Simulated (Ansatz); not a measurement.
AlH$_{3}$

Input file:

```
crystal:
  periodic: [false, false, false]
  atoms:
    - {symbol: Al, position_ang: [-1.053734, 0.233584, -0.495441]}
    - {symbol: H, position_ang: [0.680210, -0.112364, -0.807231]}
    - {symbol: H, position_ang: [0.541331, -0.119961, 0.254518]}
    - {symbol: H, position_ang: [-0.167807, -0.001158, 1.048254]}
basis:
  gaussian: {orbitals: def2-TZVPP}
hamiltonian: {xc: pbe0, dispersion: d4}
output: {orbitals: {seedname: orbitals}}
```

Launched as:

```sh
ansatz run in.yaml --threads 2 --pin off --events-out ev --progress --plain --max-ram 4352MiB
```

A transition-state structure; geometry: PBE0-D4/def2-TZVP.

Method: RKS PBE0-D4/def2-TZVPP in Ansatz 0.2.0.

What can the converged electron density and electron localisation function tell about the bonding?

Answer. Al–H (1.80 Å): ρ at the midpoint is about 0.36 e/Å³; the ELF climbs to about 1 towards the hydrogen.

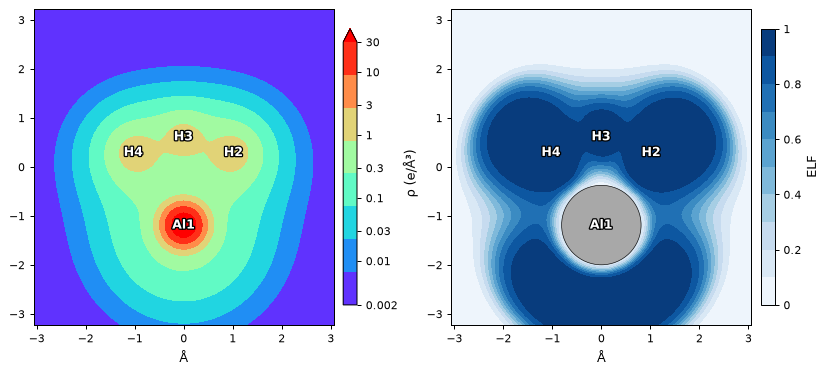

Computed electron density and electron localisation function on the molecular plane, in this order. Grey discs cover the atomic cores in the ELF map. 
